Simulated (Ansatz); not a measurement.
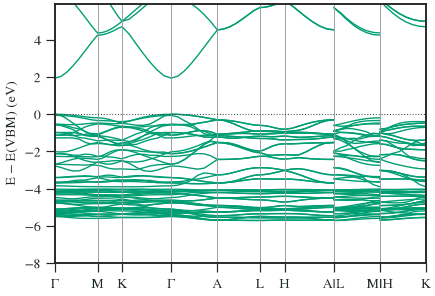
*Band structure from the program Ansatz at the r²SCAN level (PAW)*

**Question.** Read off the gap and where the band edges lie.

**Answer.** About 1.9 eV (1.94 eV by a search for the band edges); maximum at Γ, minimum at Γ.

**Question.** Pick the material that matches.
(A) CoO, NiAs type
(B) ZnO, NiAs type
(C) MgZn3O4, P6_3mc (Mg on 2b, O on 2b, Zn on 6c, O on 6c)
(D) GaSb, P6_3mc (Ga on 2b, Sb on 2b, Ga on 2a, Sb on 2a)

**Answer.** C, MgZn3O4, P6_3mc (Mg on 2b, O on 2b, Zn on 6c, O on 6c)

The start of the workflow was typed in or built on a structure type; neither database checked (COD, Materials Project) lists it. Its standing as an ambient phase is unchecked. The cell was relaxed with r²SCAN under the symmetry of its start; its stability against distortions is not shown here.

Potentials: the earlier of the program's two PAW sets.
